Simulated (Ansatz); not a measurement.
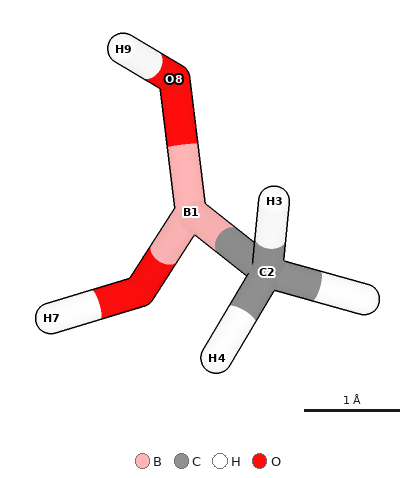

Figure 1. The structure as given in the input (stick view, seen at a tilt; atoms are numbered from 1 in the order of the input). Bond lengths as drawn: B–C 1.60 Å, B–O 1.41 Å, C–H 1.11 Å and H–O 1.01 Å.

Geometry relaxation, with input and output: CH5BO2 (part 1 of 2)

System: CH5BO2.
Method: RKS B3LYP-D4/6-31G* (Ansatz 0.2.0).

It belongs to a series of runs on one base structure; here: start relaxed. Figures and captions count atoms from 1; the log counts them from 0 in places.

**Input**
```yaml
crystal:
  periodic: [false, false, false]
  atoms:
    - { symbol: B, position_ang: [0.0, 0.0, 0.0] }
    - { symbol: C, position_ang: [0.0, 0.0, 1.6] }
    - { symbol: H, position_ang: [-0.9996, -0.3092, 1.9705] }
    - { symbol: H, position_ang: [0.7676, -0.7111, 1.9705] }
    - { symbol: H, position_ang: [0.232, 1.0203, 1.9705] }
    - { symbol: O, position_ang: [1.2211, 0.0, -0.705] }
    - { symbol: H, position_ang: [1.5209, -0.9519, -0.8599] }
    - { symbol: O, position_ang: [-1.2211, 0.0, -0.705] }
    - { symbol: H, position_ang: [-1.7308, -0.8467, -0.4965] }
basis:
  gaussian: { orbitals: "6-31G*" }
hamiltonian:
  xc: b3lyp
  dispersion: d4
relax:
  f_tol: 0.02
  max_steps: 40
```

Launched with:
```bash
ansatz run input.yaml --threads 1 --pin off --max-ram 2048MiB --backend cpu --events-out ev --progress --plain --runs-dir out
```

**What the program printed**
```
The last accepted step is kept in [file] (removed where the run ends without a failure and the disk answers)
Engine: ansatz 0.2.0, x86_64-unknown-linux-gnu
Functional definition: B3LYP
  parameter a0 = 0.2
  parameter ax = 0.72
  parameter ac = 0.81
  exchange = (1 - a0 - ax)*slater_x + ax*b88_x + a0*exact_x
  correlation = (1 - ac)*vwn_rpa_c + ac*lyp_c
773 factors; integrals over basis functions are off by at most 4.1e-4 eV
mean field evaluation 1: about -5881.5116 eV, gradient 7.1e1 eV
mean field evaluation 2: about -5872.9357 eV, gradient 9.8e1 eV
mean field evaluation 4: about -5890.7768 eV, gradient 2.5e0 eV
mean field evaluation 8: about -5890.7875 eV, gradient 4.5e-2 eV
mean field -5890.78745758 eV, -216.4824461469 hartree, gradient 6.5e-5 eV, S^2 0.000000; 0 other end points of the search recorded, 0 dependent functions left out
the calculation of the forces begins
reference -5890.78763198 eV, -216.4824525559 hartree; 16, 16 occupied and 54, 54 virtual orbitals, 773 factors
relax step   1: F+E_penalty+E_count = -5890.97552951 eV  Δ(F+E_penalty+E_count) = +0.000e0 eV  max|allowed force component| = 1.795e0 eV/Å  Δτ_max = 0.0000 Å  (24 SCF iters, accepted)
these checks for a lower state are left out or cut short: starts, cluster_reference, orbital_swaps, neighbouring_geometries, increment
773 factors; integrals over basis functions are off by at most 4.0e-4 eV
mean field evaluation 16: about -5891.0543 eV, gradient 5.5e-1 eV
mean field -5891.05344587 eV, -216.4922210364 hartree, gradient 2.3e-5 eV, S^2 0.000000; 0 other end points of the search recorded, 0 dependent functions left out
[... from here on the field's lines of each further geometry are left out, up to the last ...]
relax step   2: F+E_penalty+E_count = -5891.24151341 eV  Δ(F+E_penalty+E_count) = -2.660e-1 eV  max|allowed force component| = 2.381e0 eV/Å  Δτ_max = 0.1968 Å  (31 SCF iters, accepted)
relax step   3: F+E_penalty+E_count = -5891.42295039 eV  Δ(F+E_penalty+E_count) = -1.814e-1 eV  max|allowed force component| = 2.579e0 eV/Å  Δτ_max = 0.1984 Å  (31 SCF iters, accepted)
relax step   4: F+E_penalty+E_count = -5891.69914698 eV  Δ(F+E_penalty+E_count) = -2.762e-1 eV  max|allowed force component| = 1.230e0 eV/Å  Δτ_max = 0.2000 Å  (31 SCF iters, accepted)
relax step   5: F+E_penalty+E_count = -5891.91681385 eV  Δ(F+E_penalty+E_count) = -2.177e-1 eV  max|allowed force component| = 1.050e0 eV/Å  Δτ_max = 0.2000 Å  (27 SCF iters, accepted)
relax step   6: F+E_penalty+E_count = -5892.03765372 eV  Δ(F+E_penalty+E_count) = -1.208e-1 eV  max|allowed force component| = 1.334e0 eV/Å  Δτ_max = 0.2000 Å  (32 SCF iters, accepted)
relax step   7: F+E_penalty+E_count = -5892.10467531 eV  Δ(F+E_penalty+E_count) = -6.702e-2 eV  max|allowed force component| = 4.688e-1 eV/Å  Δτ_max = 0.1999 Å  (27 SCF iters, accepted)
relax step   8: F+E_penalty+E_count = -5892.11675942 eV  Δ(F+E_penalty+E_count) = -1.208e-2 eV  max|allowed force component| = 1.473e-1 eV/Å  Δτ_max = 0.0343 Å  (26 SCF iters, accepted)
relax step   9: F+E_penalty+E_count = -5892.11748404 eV  Δ(F+E_penalty+E_count) = -7.246e-4 eV  max|allowed force component| = 2.339e-2 eV/Å  Δτ_max = 0.0135 Å  (26 SCF iters, accepted)
relax step  10: F+E_penalty+E_count = -5892.11757935 eV  Δ(F+E_penalty+E_count) = -9.531e-5 eV  max|allowed force component| = 5.113e-3 eV/Å  Δτ_max = 0.0143 Å  (26 SCF iters, accepted)
relax step  11: F+E_penalty+E_count = -5892.11769750 eV  Δ(F+E_penalty+E_count) = -1.181e-4 eV  max|allowed force component| = 3.147e-2 eV/Å  Δτ_max = 0.0450 Å  (25 SCF iters, accepted)
relax step  12: F+E_penalty+E_count = -5892.11779224 eV  Δ(F+E_penalty+E_count) = -9.474e-5 eV  max|allowed force component| = 2.540e-2 eV/Å  Δτ_max = 0.0080 Å  (21 SCF iters, accepted)
relax step  13: F+E_penalty+E_count = -5892.11811616 eV  Δ(F+E_penalty+E_count) = -3.239e-4 eV  max|allowed force component| = 5.187e-2 eV/Å  Δτ_max = 0.0560 Å  (26 SCF iters, accepted)
relax step  14: F+E_penalty+E_count = -5892.11820444 eV  Δ(F+E_penalty+E_count) = -8.828e-5 eV  max|allowed force component| = 8.212e-2 eV/Å  Δτ_max = 0.0281 Å  (25 SCF iters, accepted)
relax step  15: F+E_penalty+E_count = -5892.11836773 eV  Δ(F+E_penalty+E_count) = -1.633e-4 eV  max|allowed force component| = 7.986e-2 eV/Å  Δτ_max = 0.0169 Å  (26 SCF iters, accepted)
relax step  16: F+E_penalty+E_count = -5892.11864145 eV  Δ(F+E_penalty+E_count) = -2.737e-4 eV  max|allowed force component| = 3.742e-2 eV/Å  Δτ_max = 0.0228 Å  (26 SCF iters, accepted)
relax step  17: F+E_penalty+E_count = -5892.11891975 eV  Δ(F+E_penalty+E_count) = -2.783e-4 eV  max|allowed force component| = 4.698e-2 eV/Å  Δτ_max = 0.0442 Å  (25 SCF iters, accepted)
relax step  18: F+E_penalty+E_count = -5892.11891724 eV  Δ(F+E_penalty+E_count) = +2.506e-6 eV  max|allowed force component| = 8.337e-2 eV/Å  Δτ_max = 0.0594 Å  (26 SCF iters, rejected (line search))
relax step  19: F+E_penalty+E_count = -5892.11916348 eV  Δ(F+E_penalty+E_count) = -2.437e-4 eV  max|allowed force component| = 3.581e-2 eV/Å  Δτ_max = 0.0290 Å  (25 SCF iters, accepted)
relax step  20: F+E_penalty+E_count = -5892.11899423 eV  Δ(F+E_penalty+E_count) = +1.692e-4 eV  max|allowed force component| = 1.169e-1 eV/Å  Δτ_max = 0.0824 Å  (25 SCF iters, rejected (line search))
relax step  21: F+E_penalty+E_count = -5892.11936337 eV  Δ(F+E_penalty+E_count) = -1.999e-4 eV  max|allowed force component| = 2.055e-2 eV/Å  Δτ_max = 0.0402 Å  (25 SCF iters, accepted)
relax step  22: F+E_penalty+E_count = -5892.11889154 eV  Δ(F+E_penalty+E_count) = +4.718e-4 eV  max|allowed force component| = 1.071e-1 eV/Å  Δτ_max = 0.0493 Å  (26 SCF iters, rejected (line search))
relax step  23: F+E_penalty+E_count = -5892.11950704 eV  Δ(F+E_penalty+E_count) = -1.437e-4 eV  max|allowed force component| = 4.084e-2 eV/Å  Δτ_max = 0.0241 Å  (25 SCF iters, accepted)
relax step  24: F+E_penalty+E_count = -5892.11968672 eV  Δ(F+E_penalty+E_count) = -1.797e-4 eV  max|allowed force component| = 2.741e-2 eV/Å  Δτ_max = 0.0243 Å  (25 SCF iters, accepted)
relax step  25: F+E_penalty+E_count = -5892.11973997 eV  Δ(F+E_penalty+E_count) = -5.326e-5 eV  max|allowed force component| = 3.749e-2 eV/Å  Δτ_max = 0.0145 Å  (26 SCF iters, accepted)
relax step  26: F+E_penalty+E_count = -5892.11980029 eV  Δ(F+E_penalty+E_count) = -6.032e-5 eV  max|allowed force component| = 3.810e-2 eV/Å  Δτ_max = 0.0124 Å  (26 SCF iters, accepted)
relax step  27: F+E_penalty+E_count = -5892.11992006 eV  Δ(F+E_penalty+E_count) = -1.198e-4 eV  max|allowed force component| = 4.463e-2 eV/Å  Δτ_max = 0.0296 Å  (25 SCF iters, accepted)
relax step  28: F+E_penalty+E_count = -5892.11999027 eV  Δ(F+E_penalty+E_count) = -7.022e-5 eV  max|allowed force component| = 4.787e-2 eV/Å  Δτ_max = 0.0192 Å  (26 SCF iters, accepted)
relax step  29: F+E_penalty+E_count = -5892.12005065 eV  Δ(F+E_penalty+E_count) = -6.038e-5 eV  max|allowed force component| = 4.846e-2 eV/Å  Δτ_max = 0.0262 Å  (25 SCF iters, accepted)
relax step  30: F+E_penalty+E_count = -5892.11997042 eV  Δ(F+E_penalty+E_count) = +8.023e-5 eV  max|allowed force component| = 6.579e-2 eV/Å  Δτ_max = 0.0343 Å  (25 SCF iters, rejected (line search))
relax step  31: F+E_penalty+E_count = -5892.12016609 eV  Δ(F+E_penalty+E_count) = -1.154e-4 eV  max|allowed force component| = 3.297e-2 eV/Å  Δτ_max = 0.0168 Å  (26 SCF iters, accepted)
relax step  32: F+E_penalty+E_count = -5892.12023787 eV  Δ(F+E_penalty+E_count) = -7.178e-5 eV  max|allowed force component| = 3.198e-2 eV/Å  Δτ_max = 0.0189 Å  (26 SCF iters, accepted)
relax step  33: F+E_penalty+E_count = -5892.12029923 eV  Δ(F+E_penalty+E_count) = -6.136e-5 eV  max|allowed force component| = 1.698e-2 eV/Å  Δτ_max = 0.0145 Å  (26 SCF iters, accepted)
relax step  34: F+E_penalty+E_count = -5892.12034862 eV  Δ(F+E_penalty+E_count) = -4.939e-5 eV  max|allowed force component| = 2.230e-2 eV/Å  Δτ_max = 0.0259 Å  (25 SCF iters, accepted)
relax step  35: F+E_penalty+E_count = -5892.12037473 eV  Δ(F+E_penalty+E_count) = -2.611e-5 eV  max|allowed force component| = 2.033e-2 eV/Å  Δτ_max = 0.0101 Å  (21 SCF iters, accepted)
relax step  36: F+E_penalty+E_count = -5892.12043281 eV  Δ(F+E_penalty+E_count) = -5.808e-5 eV  max|allowed force component| = 1.047e-2 eV/Å  Δτ_max = 0.0236 Å  (26 SCF iters, accepted)
the calculation of the forces begins
reference -5891.93209211 eV, -216.5245106899 hartree; 16, 16 occupied and 54, 54 virtual orbitals, 773 factors
relax step  37: F+E_penalty+E_count = -5892.12046522 eV  Δ(F+E_penalty+E_count) = -3.241e-5 eV  max|allowed force component| = 1.554e-2 eV/Å  Δτ_max = 0.0296 Å  (25 SCF iters, accepted)
```

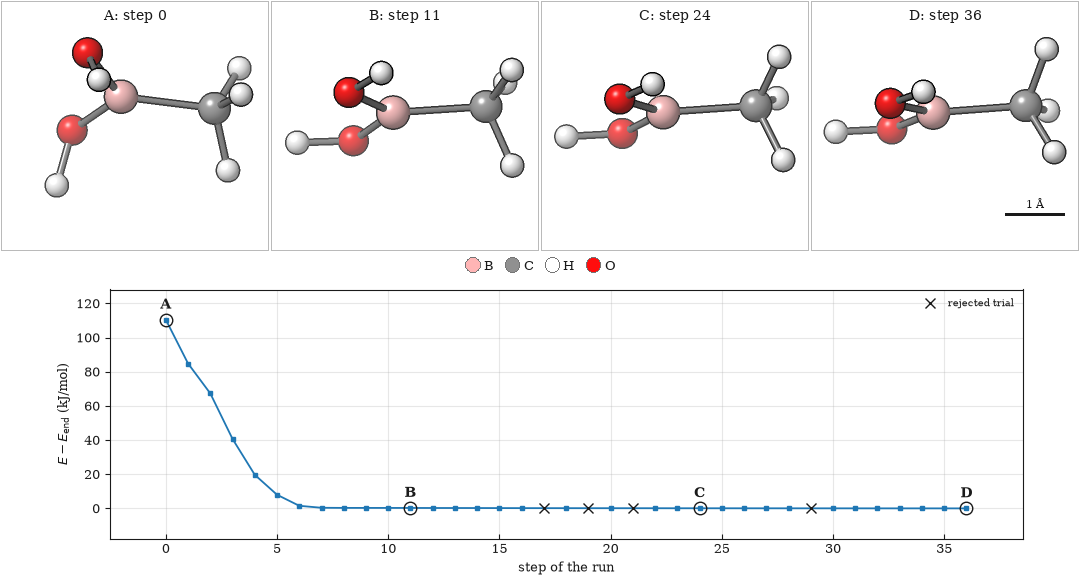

Figure 2. Frames of the relaxation (ball-and-stick view, seen at a tilt) above the curves, on which the letters mark them (the first geometry is step 0 here and step 1 in the log).

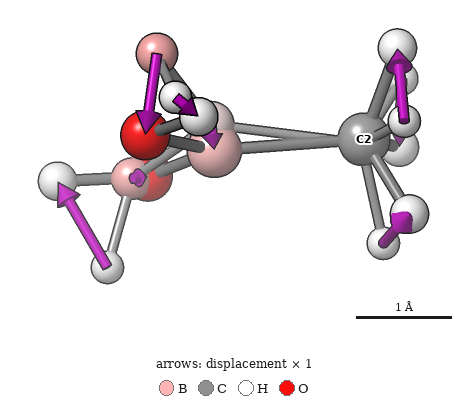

Figure 3. Start (faint) and end (solid) with the displacements as pink arrows, at true length (ball-and-stick view, seen at a tilt). The two geometries are laid on each other by the best rigid fit. H7 moves most after the best rigid fit: 1.07 Å. Largest moves by element: H 1.07 Å, O 0.88 Å, B 0.27 Å, C 0.06 Å. Among the contacts that change: B1–O6 1.410 → 1.366 Å, O6–H7 1.010 → 0.970 Å, B1–O8 1.410 → 1.378 Å, B1–C2 1.600 → 1.580 Å. Among the angles that change: C2–B1–O8 120.0° → 123.4°, O6–B1–O8 120.0° → 117.0°, H3–C2–H4 109.4° → 106.5°. The energy falls by 110.5 kJ/mol in 36 geometry steps. Largest force component: 1.8 eV/Å at the start, 0.016 eV/Å at the end. The line search rejected the trial steps at points 17, 19, 21, 29 (counted from 0) and went back. (Atoms are counted from 1 in the order of the input.)

```
773 factors; integrals over basis functions are off by at most 3.8e-4 eV
mean field -5891.93191980 eV, -216.5245043579 hartree, gradient 2.1e-5 eV, S^2 0.000000; 1 other end points of the search recorded, 0 dependent functions left out
the calculation of the forces begins
reference -5891.93209211 eV, -216.5245106899 hartree; 16, 16 occupied and 54, 54 virtual orbitals, 773 factors
Total energy: -5892.12063752 eV, -216.5314396060 hartree
Atom 0 at     0.119240    -0.232622     0.067140 Å, force    -0.008859    -0.004400    -0.005525 eV/Å
Atom 1 at    -0.054345     0.023126     1.616844 Å, force    -0.003312    -0.000890     0.010760 eV/Å
Atom 2 at    -0.963506     0.600728     1.833961 Å, force     0.014310    -0.007774    -0.001250 eV/Å
Atom 3 at    -0.147977    -0.924448     2.166023 Å, force     0.001253     0.015544    -0.006443 eV/Å
Atom 4 at     0.797562     0.566703     2.036063 Å, force    -0.011155    -0.006376    -0.002992 eV/Å
Atom 5 at     1.280716     0.134302    -0.552255 Å, force    -0.002324    -0.000032     0.007524 eV/Å
Atom 6 at     1.246137    -0.089652    -1.495468 Å, force     0.001820    -0.000401    -0.006972 eV/Å
Atom 7 at    -0.848495    -0.823511    -0.716729 Å, force     0.002900     0.003281     0.005321 eV/Å
Atom 8 at    -1.639233    -1.053226    -0.210478 Å, force     0.005366     0.001048    -0.000421 eV/Å
Dipole moment:    -0.303009    -0.130038     0.022372 e Å
```

**Trajectory as extended XYZ (Å, eV, eV/Å), 37 frames, from step=1 to step=37**
```
9
Properties=species:S:1:pos:R:3:forces:R:3 step=1 energy=-5890.97553
B     0.0000    0.0000    0.0000   -0.0797  -0.2763  -0.1692
C     0.0000    0.0000    1.6000   -0.1953  -0.3540  -0.4476
H    -0.9996   -0.3092    1.9705    0.4753   0.2717   0.1119
H     0.7676   -0.7111    1.9705   -0.2574   0.4612   0.0751
H     0.2320    1.0203    1.9705   -0.0516  -0.4573  -0.0070
O     1.2211    0.0000   -0.7050   -0.2549  -1.4717   0.1160
H     1.5209   -0.9519   -0.8599   -0.5018   1.7893   0.1506
O    -1.2211    0.0000   -0.7050    0.2500  -1.7584   0.2438
H    -1.7308   -0.8467   -0.4965    0.6153   1.7954  -0.0737
9
Properties=species:S:1:pos:R:3:forces:R:3 step=2 energy=-5891.24151
B     0.0155   -0.0905   -0.0137   -0.0943   0.6465  -0.2895
C    -0.0204   -0.0331    1.5783   -0.1020  -0.4749  -0.1134
H    -1.0012   -0.3072    1.9961    0.1512   0.0638   0.0561
H     0.7507   -0.6885    2.0180   -0.1666   0.1636  -0.0185
H     0.2077    0.9892    1.9196   -0.0053  -0.0883  -0.1378
O     1.2461    0.0163   -0.6759   -0.2426  -0.8513   0.1790
H     1.5690   -0.8818   -0.9212   -0.2224   0.8623  -0.0364
O    -1.1510   -0.0718   -0.7872   -0.6615  -2.3813   1.1596
H    -1.8262   -0.7312   -0.3689    1.3435   2.0595  -0.7991
9
Properties=species:S:1:pos:R:3:forces:R:3 step=3 energy=-5891.42295
B     0.0307   -0.0848   -0.0241   -0.2009  -0.2882  -0.6450
C    -0.0411   -0.0557    1.5630   -0.0753   0.1200  -0.0764
H    -1.0126   -0.3255    1.9950    0.0014  -0.0090   0.0035
H     0.7348   -0.6839    2.0240   -0.0923   0.0215  -0.1269
H     0.1789    0.9694    1.8926    0.0066   0.0276   0.0238
O     1.2692    0.0264   -0.6538   -0.2150  -0.0296   0.3818
H     1.5714   -0.8405   -0.9617   -0.0406   0.1790  -0.2893
O    -1.0883   -0.2184   -0.8528   -1.2894  -1.3263   2.5792
H    -1.8529   -0.5855   -0.2371    1.9055   1.3051  -1.8507
9
Properties=species:S:1:pos:R:3:forces:R:3 step=4 energy=-5891.69915
B     0.0532   -0.1301    0.0008    0.0867   0.0711  -0.1416
C    -0.0612   -0.0426    1.5815    0.0667   0.1629  -0.0487
H    -1.0493   -0.2759    1.9980    0.0152   0.0099  -0.0235
H     0.6822   -0.6955    2.0576   -0.0669   0.0097  -0.0308
H     0.1944    0.9787    1.9003   -0.0164  -0.0259   0.0172
O     1.3010    0.0059   -0.5880    0.1507  -0.8532   0.0725
H     1.5218   -0.7742   -1.1437   -0.3239   0.8526   0.0077
O    -1.0381   -0.3009   -0.8222   -0.9742  -0.8080   1.2303
H    -1.8138   -0.5641   -0.2392    1.0619   0.5808  -1.0832
9
Properties=species:S:1:pos:R:3:forces:R:3 step=5 energy=-5891.91681
B     0.0765   -0.1640    0.0285    0.3223   0.2182   0.0552
C    -0.0661   -0.0195    1.6021    0.1118   0.0824  -0.0014
H    -1.0764   -0.2018    1.9920    0.0405   0.0397  -0.0258
H     0.6219   -0.7216    2.0976   -0.0984   0.0652  -0.0470
H     0.2443    0.9829    1.9316   -0.0390  -0.0541  -0.0331
O     1.3314   -0.0309   -0.5373   -0.0561  -1.0498  -0.2277
H     1.4305   -0.6675   -1.2861   -0.1959   0.9404   0.3311
O    -0.9824   -0.4094   -0.8066   -0.4441  -0.3669   0.3361
H    -1.7897   -0.5669   -0.2767    0.3590   0.1249  -0.3873
9
Properties=species:S:1:pos:R:3:forces:R:3 step=6 energy=-5892.03765
B     0.0517   -0.2234    0.0463   -0.2552   0.1117   0.3100
C    -0.0669   -0.0076    1.6039   -0.0977   0.0854   0.4329
H    -1.0644   -0.0855    2.0606    0.0553   0.0269  -0.1584
H     0.5752   -0.7611    2.0905   -0.1204   0.1164  -0.0301
H     0.3593    0.9699    1.8911   -0.1147  -0.1963  -0.0924
O     1.3218   -0.0974   -0.4210    0.4375  -0.7077  -1.3337
H     1.4012   -0.4753   -1.3331   -0.1032   0.5976   0.7394
O    -0.9676   -0.5364   -0.8273    0.0408  -0.0065   0.2362
H    -1.8201   -0.5817   -0.3660    0.1576  -0.0276  -0.1038
9
Properties=species:S:1:pos:R:3:forces:R:3 step=7 energy=-5892.10467
B     0.1046   -0.2373    0.0707   -0.2834  -0.4688  -0.3612
C    -0.0576   -0.0115    1.6259   -0.0628  -0.0391  -0.1070
H    -1.1053    0.0377    1.9437   -0.0012   0.0257   0.0717
H     0.4299   -0.8092    2.2044   -0.0217   0.0275  -0.1069
H     0.4315    0.9214    1.9111    0.0476   0.1469   0.1263
O     1.3434   -0.1464   -0.4884    0.3600   0.1590  -0.0176
H     1.3477   -0.3181   -1.4444   -0.1761  -0.0119   0.1465
O    -0.9340   -0.5874   -0.7787    0.2002   0.1704   0.2728
H    -1.7703   -0.6480   -0.2992   -0.0626  -0.0097  -0.0246
9
Properties=species:S:1:pos:R:3:forces:R:3 step=8 energy=-5892.11676
B     0.1065   -0.2474    0.0696    0.0177  -0.0202   0.0958
C    -0.0602   -0.0045    1.6236    0.0574   0.0287  -0.0219
H    -1.1016    0.0394    1.9610   -0.0296   0.0139   0.0064
H     0.4337   -0.8072    2.1862    0.0036  -0.0135  -0.0041
H     0.4344    0.9275    1.9247   -0.0277  -0.0239  -0.0107
O     1.3518   -0.1413   -0.4823    0.0771   0.0314  -0.0300
H     1.3165   -0.3276   -1.4340    0.0016   0.0014   0.0279
O    -0.9200   -0.5843   -0.7786   -0.1473  -0.0364  -0.0657
H    -1.7710   -0.6533   -0.3250    0.0473   0.0186   0.0022
9
Properties=species:S:1:pos:R:3:forces:R:3 step=9 energy=-5892.11748
B     0.1060   -0.2498    0.0688    0.0139   0.0026  -0.0160
C    -0.0602   -0.0051    1.6211   -0.0079  -0.0039   0.0234
H    -1.1024    0.0525    1.9577    0.0041  -0.0009  -0.0081
H     0.4229   -0.8141    2.1851   -0.0037   0.0028  -0.0089
H     0.4424    0.9211    1.9226    0.0035   0.0030  -0.0019
O     1.3519   -0.1310   -0.4830    0.0051  -0.0012   0.0042
H     1.3214   -0.3223   -1.4334   -0.0039   0.0026   0.0025
O    -0.9232   -0.5927   -0.7784   -0.0085  -0.0051   0.0045
H    -1.7687   -0.6571   -0.3153   -0.0026   0.0001   0.0004
9
Properties=species:S:1:pos:R:3:forces:R:3 step=10 energy=-5892.11758
B     0.1068   -0.2485    0.0683    0.0018  -0.0022   0.0051
C    -0.0604   -0.0036    1.6210    0.0007   0.0026  -0.0039
H    -1.1031    0.0658    1.9533    0.0021   0.0007  -0.0012
H     0.4102   -0.8206    2.1837   -0.0016  -0.0007   0.0001
H     0.4532    0.9155    1.9256    0.0001  -0.0015   0.0012
O     1.3515   -0.1246   -0.4847    0.0016   0.0021  -0.0021
H     1.3202   -0.3168   -1.4349   -0.0001   0.0007   0.0021
O    -0.9220   -0.5995   -0.7761   -0.0026  -0.0011  -0.0010
H    -1.7664   -0.6661   -0.3112   -0.0021  -0.0007  -0.0003
```
